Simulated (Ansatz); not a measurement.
## Run report: TaHOF4, molecular dynamics (part 1 of 2)

The run: molecular dynamics of TaHOF4, SMILES [OH][Ta]([F])([F])([F])[F]. Method and program: RKS BLYP-d3bjatm/def2-SVP (Ansatz 0.2.0).

The geometry comes from this level: PBE0-D4/def2-TZVP. Figures and captions count atoms from 1; the log counts them from 0 in places.

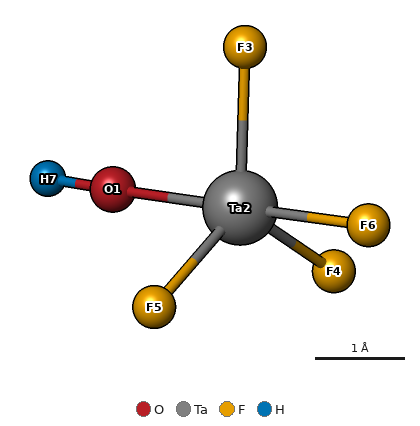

The structure as given in the input (ball-and-stick view, seen at a tilt; atoms are numbered from 1 in the order of the input). Sticks mark near contacts. Bond lengths as drawn: F–Ta 1.86 to 1.88 Å, H–O 0.95 Å and O–Ta 1.87 Å.

### Input
```yaml
crystal:
  periodic: [false, false, false]
  atoms:
    - {symbol: O, position_ang: [0.140808, -1.243147, -0.839420]}
    - {symbol: Ta, position_ang: [-0.027515, 0.301194, 0.199637]}
    - {symbol: F, position_ang: [1.078179, -0.397439, 1.519001]}
    - {symbol: F, position_ang: [-1.868596, 0.092456, 0.326121]}
    - {symbol: F, position_ang: [0.688496, 1.360991, -1.147086]}
    - {symbol: F, position_ang: [-0.190248, 1.854992, 1.253352]}
    - {symbol: H, position_ang: [0.240076, -2.036948, -1.357304]}
basis:
  gaussian: {orbitals: def2-SVP}
hamiltonian: {xc: {name: BLYP}, dispersion: d3bjatm}
md: {timestep: 2 fs, n_steps: 20, ensemble: nvt_langevin, temperature: 1000, initial_velocities: maxwell_boltzmann, friction: 0.01, seed: 364}
```

Launch command:
```bash
ansatz run in.yaml --threads 4 --pin off --events-out ev --progress --plain --max-ram 10444MiB
```

### What the program printed
```
Functional definition: BLYP
  name "BLYP"
  cite "Becke, Phys. Rev. A 38, 3098 (1988) doi:10.1103/PhysRevA.38.3098"
  cite "Lee, Yang & Parr, Phys. Rev. B 37, 785 (1988) doi:10.1103/PhysRevB.37.785"
  parameter beta = 0.0042
  parameter a = 0.04918
  parameter b = 0.132
  parameter c = 0.2533
  parameter d = 0.349
  exchange = b88_x(beta = beta)
  correlation = lyp_c(a = a, b = b, c = c, d = d)
1097 factors; their error is unknown
mean field evaluation 1: about -14465.9666 eV, gradient 9.3e1 eV
mean field evaluation 2: about -14291.8204 eV, gradient 2.9e2 eV
mean field evaluation 4: about -14478.5259 eV, gradient 3.2e1 eV
mean field evaluation 8: about -14480.2485 eV, gradient 4.0e-1 eV
mean field evaluation 16: about -14480.1907 eV, gradient 2.1e-4 eV
mean field -14480.19073541 eV, -532.1371945005 hartree, gradient 1.6e-5 eV, S^2 0.000000; 0 other end points of the search recorded, 0 dependent functions left out
the calculation of the forces begins
reference -14480.19112631 eV, -532.1372088657 hartree; 29, 29 occupied and 78, 78 virtual orbitals, 1097 factors
md step     0: t =     0.00 fs  T =   857.1 K  F+E_penalty+E_count = -14480.44434428 eV  E_kin = 0.775560 eV  (28 SCF iters)
these checks for a lower state are left out or cut short: starts, cluster_reference, orbital_swaps, neighbouring_geometries, increment
1097 factors; their error is unknown
mean field -14480.16516405 eV, -532.1362547705 hartree, gradient 6.2e-6 eV, S^2 0.000000; 0 other end points of the search recorded, 0 dependent functions left out
[... from here on the field's lines of each further geometry are left out, up to the last ...]
md step     1: t =     2.00 fs  T =   770.1 K  F+E_penalty+E_count = -14480.41836181 eV  E_kin = 0.696759 eV  (30 SCF iters, 5 dispersion substeps)
md step     2: t =     4.00 fs  T =   749.3 K  F+E_penalty+E_count = -14480.41681341 eV  E_kin = 0.678000 eV  (31 SCF iters, 5 dispersion substeps)
md step     3: t =     6.00 fs  T =   590.2 K  F+E_penalty+E_count = -14480.36089954 eV  E_kin = 0.534049 eV  (31 SCF iters, 5 dispersion substeps)
md step     4: t =     8.00 fs  T =   615.6 K  F+E_penalty+E_count = -14480.36951758 eV  E_kin = 0.557017 eV  (30 SCF iters, 5 dispersion substeps)
md step     5: t =    10.00 fs  T =   606.0 K  F+E_penalty+E_count = -14480.31913798 eV  E_kin = 0.548326 eV  (31 SCF iters, 5 dispersion substeps)
md step     6: t =    12.00 fs  T =   539.2 K  F+E_penalty+E_count = -14480.32054016 eV  E_kin = 0.487891 eV  (33 SCF iters, 5 dispersion substeps)
md step     7: t =    14.00 fs  T =   528.3 K  F+E_penalty+E_count = -14480.24601312 eV  E_kin = 0.478015 eV  (32 SCF iters, 5 dispersion substeps)
md step     8: t =    16.00 fs  T =   441.9 K  F+E_penalty+E_count = -14480.22296599 eV  E_kin = 0.399820 eV  (30 SCF iters, 5 dispersion substeps)
md step     9: t =    18.00 fs  T =   354.7 K  F+E_penalty+E_count = -14480.17730162 eV  E_kin = 0.320935 eV  (31 SCF iters, 5 dispersion substeps)
md step    10: t =    20.00 fs  T =   381.5 K  F+E_penalty+E_count = -14480.15959179 eV  E_kin = 0.345152 eV  (31 SCF iters, 5 dispersion substeps)
md step    11: t =    22.00 fs  T =   431.7 K  F+E_penalty+E_count = -14480.13880949 eV  E_kin = 0.390572 eV  (31 SCF iters, 5 dispersion substeps)
md step    12: t =    24.00 fs  T =   466.8 K  F+E_penalty+E_count = -14480.14695371 eV  E_kin = 0.422370 eV  (30 SCF iters, 5 dispersion substeps)
md step    13: t =    26.00 fs  T =   444.9 K  F+E_penalty+E_count = -14480.16263674 eV  E_kin = 0.402526 eV  (33 SCF iters, 5 dispersion substeps)
md step    14: t =    28.00 fs  T =   486.6 K  F+E_penalty+E_count = -14480.18862260 eV  E_kin = 0.440280 eV  (31 SCF iters, 5 dispersion substeps)
md step    15: t =    30.00 fs  T =   529.6 K  F+E_penalty+E_count = -14480.20930185 eV  E_kin = 0.479219 eV  (31 SCF iters, 5 dispersion substeps)
md step    16: t =    32.00 fs  T =   640.4 K  F+E_penalty+E_count = -14480.24483343 eV  E_kin = 0.579449 eV  (32 SCF iters, 5 dispersion substeps)
md step    17: t =    34.00 fs  T =   681.0 K  F+E_penalty+E_count = -14480.24461278 eV  E_kin = 0.616165 eV  (32 SCF iters, 5 dispersion substeps)
md step    18: t =    36.00 fs  T =   788.0 K  F+E_penalty+E_count = -14480.27833711 eV  E_kin = 0.712978 eV  (31 SCF iters, 5 dispersion substeps)
md step    19: t =    38.00 fs  T =   938.5 K  F+E_penalty+E_count = -14480.24486000 eV  E_kin = 0.849205 eV  (31 SCF iters, 5 dispersion substeps)
the calculation of the forces begins
reference -14479.98332389 eV, -532.1295722679 hartree; 29, 29 occupied and 78, 78 virtual orbitals, 1097 factors
1097 factors; their error is unknown
mean field evaluation 192: about -14479.9829 eV, gradient 1.9e-1 eV
mean field -14479.98292943 eV, -532.1295577716 hartree, gradient 1.5e-5 eV, S^2 0.000000; 1 other end points of the search recorded, 0 dependent functions left out
the calculation of the forces begins
reference -14479.98332389 eV, -532.1295722679 hartree; 29, 29 occupied and 78, 78 virtual orbitals, 1097 factors
md step    20: t =    40.00 fs  T =   922.6 K  F+E_penalty+E_count = -14480.23596374 eV  E_kin = 0.834755 eV  (31 SCF iters, 5 dispersion substeps)
```

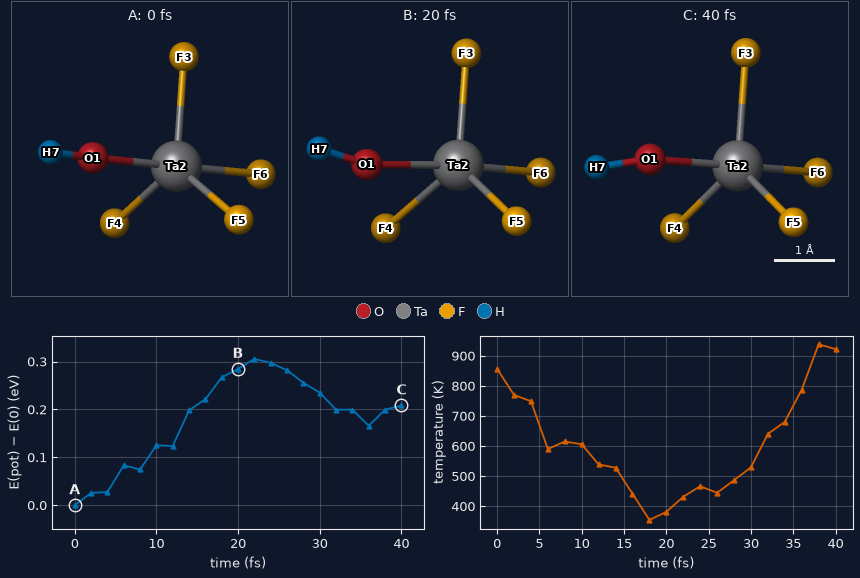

Frames of the molecular dynamics (ball-and-stick, seen at an oblique angle) above the curves, on which the letters mark them. The trajectory kept here has 21 frames over 40 fs. The temperature starts at 857 K, ranges from 355 to 939 K and averages 610 K over the second half. The potential energy ends 0.208 eV above its first value. After an unweighted best fit of the last frame on the first, the root-mean-square displacement is 0.19 Å.

```
Total energy: -14480.23635820 eV, -532.1388711072 hartree
Atom 0 at    -0.019846    -1.344504    -0.627716 Å, force     0.161556    -1.078799    -0.291909 eV/Å
Atom 1 at     0.021799     0.338415     0.204452 Å, force     3.637721     0.714354    -0.962458 eV/Å
Atom 2 at     1.329128    -0.285658     1.452987 Å, force    -0.408799     0.244655    -0.165527 eV/Å
Atom 3 at    -1.769813     0.153568     0.299197 Å, force    -3.240310     0.134416     0.627553 eV/Å
Atom 4 at     0.627429     1.096796    -1.452335 Å, force    -0.212418     0.139369     1.005252 eV/Å
Atom 5 at    -0.128033     1.979749     1.202219 Å, force    -0.010502    -0.195690    -0.249327 eV/Å
Atom 6 at    -0.376597    -2.174192    -0.984862 Å, force     0.072752     0.041694     0.036417 eV/Å
Dipole moment:    -0.191629    -0.546909    -0.225597 e Å
```

### Trajectory as extended XYZ (Å, eV, eV/Å), 21 frames, from step=0 to step=20
```
7
Properties=species:S:1:pos:R:3:forces:R:3 step=0 time_fs=0.0 energy=-14480.44434 temperature=857.1
O     0.1408   -1.2431   -0.8394    0.0399  -0.3989  -0.2729
Ta   -0.0275    0.3012    0.1996   -0.0229   0.1731   0.1114
F     1.0782   -0.3974    1.5190    0.6689  -0.4267   0.7940
F    -1.8686    0.0925    0.3261   -1.1157  -0.1308   0.0753
F     0.6885    1.3610   -1.1471    0.4356   0.6382  -0.8180
F    -0.1902    1.8550    1.2534   -0.0891   0.8484   0.5750
H     0.2401   -2.0369   -1.3573    0.0833  -0.7033  -0.4648
7
Properties=species:S:1:pos:R:3:forces:R:3 step=1 time_fs=2.0 energy=-14480.41836 temperature=770.1
O     0.1087   -1.2402   -0.8374    0.3296  -2.3806  -1.3579
Ta   -0.0229    0.3021    0.2000   -0.9791   0.0542   0.2451
F     1.0865   -0.3792    1.5179    0.8107  -0.5182   0.8771
F    -1.8831    0.0817    0.3347   -0.5082  -0.0088   0.0763
F     0.6810    1.3379   -1.1580    0.5862   0.8575  -1.0305
F    -0.1948    1.8594    1.2445   -0.1062   0.9067   0.5907
H     0.1942   -2.0978   -1.3366   -0.1330   1.0892   0.5992
7
Properties=species:S:1:pos:R:3:forces:R:3 step=2 time_fs=4.0 energy=-14480.41681 temperature=749.3
O     0.0790   -1.2416   -0.8357    0.3498  -1.8343  -0.9105
Ta   -0.0177    0.3028    0.1991   -1.8060   0.0021   0.5015
F     1.0964   -0.3642    1.5191    0.8503  -0.5463   0.8355
F    -1.8984    0.0708    0.3454    0.1116   0.1123   0.0594
F     0.6732    1.3181   -1.1715    0.6867   0.9954  -1.1693
F    -0.1980    1.8660    1.2390   -0.1032   0.8263   0.5098
H     0.1536   -2.1056   -1.2896   -0.0892   0.4445   0.1736
7
Properties=species:S:1:pos:R:3:forces:R:3 step=3 time_fs=6.0 energy=-14480.36090 temperature=590.2
O     0.0542   -1.2461   -0.8364    0.2427   0.5227   0.3484
Ta   -0.0119    0.3043    0.1982   -2.5313  -0.1248   0.7065
F     1.1065   -0.3529    1.5201    0.8478  -0.5465   0.7517
F    -1.9144    0.0615    0.3563    0.7149   0.2280   0.0322
F     0.6638    1.3006   -1.1867    0.7568   1.0912  -1.2597
F    -0.1975    1.8735    1.2368   -0.0908   0.6827   0.3888
H     0.1170   -2.0871   -1.2351    0.0600  -1.8534  -0.9677
7
Properties=species:S:1:pos:R:3:forces:R:3 step=4 time_fs=8.0 energy=-14480.36952 temperature=615.6
O     0.0321   -1.2519   -0.8375    0.4662  -1.6911  -0.5771
Ta   -0.0068    0.3071    0.1970   -3.0304  -0.3454   0.6788
F     1.1169   -0.3435    1.5207    0.8124  -0.5248   0.6542
F    -1.9301    0.0548    0.3625    1.2078   0.3411   0.0190
F     0.6577    1.2865   -1.2053    0.7539   1.0957  -1.2111
F    -0.1945    1.8798    1.2371   -0.0814   0.5609   0.2856
H     0.0909   -2.1551   -1.2168   -0.1284   0.5635   0.1507
7
Properties=species:S:1:pos:R:3:forces:R:3 step=5 time_fs=10.0 energy=-14480.31914 temperature=606.0
O     0.0120   -1.2644   -0.8388    0.5802  -2.3794  -0.6735
Ta   -0.0020    0.3107    0.1956   -3.3188  -0.5991   0.5464
F     1.1293   -0.3341    1.5233    0.6916  -0.4597   0.4724
F    -1.9448    0.0511    0.3652    1.6344   0.4431   0.0098
F     0.6542    1.2753   -1.2267    0.6800   0.9905  -1.0272
F    -0.1896    1.8889    1.2383   -0.0629   0.3623   0.1334
H     0.0710   -2.2077   -1.1916   -0.2045   1.6422   0.5386
7
Properties=species:S:1:pos:R:3:forces:R:3 step=6 time_fs=12.0 energy=-14480.32054 temperature=539.2
O    -0.0062   -1.2820   -0.8409    0.5260  -0.0182   0.3568
Ta    0.0032    0.3142    0.1948   -3.5819  -0.8313   0.4096
F     1.1411   -0.3262    1.5258    0.5709  -0.3950   0.2964
F    -1.9581    0.0479    0.3665    2.0182   0.5347   0.0028
F     0.6495    1.2654   -1.2469    0.6042   0.8684  -0.8348
F    -0.1825    1.9015    1.2407   -0.0345   0.0819  -0.0688
H     0.0554   -2.1922   -1.1528   -0.1030  -0.2404  -0.1619
```
